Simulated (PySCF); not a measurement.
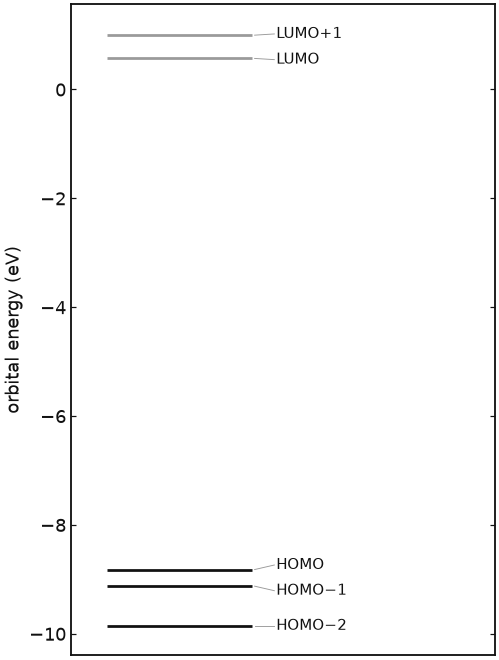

Kohn-Sham orbital energies near the frontier, CAM-B3LYP/def2-SVPD with PySCF 2.14.0, at a PBE0-D3(BJ)/def2-SVP geometry (no frequency check), isolated molecule; empty levels in grey, levels within 0.03 eV side by side.

### Which molecule has this level scheme?
A. C₄H₇ClGe, SMILES Cl[C@H]1C=C[CH2][GeH2]1, singlet
B. C₁₀H₈Cl₂, SMILES ClC(Cl)C1=CCc2ccccc21
C. C₅H₇Cl₂Ga₂N, SMILES c1c[c]([GaH-]2[Cl+][GaH2-][Cl+]2)ccn1, singlet
D. C₂H₁₁NSi₂, SMILES CN[SiH2][SiH2]C

Option A. HOMO −8.82 eV, LUMO 0.57 eV, separation 9.39 eV.

Caveats: empty levels above zero depend strongly on the basis.
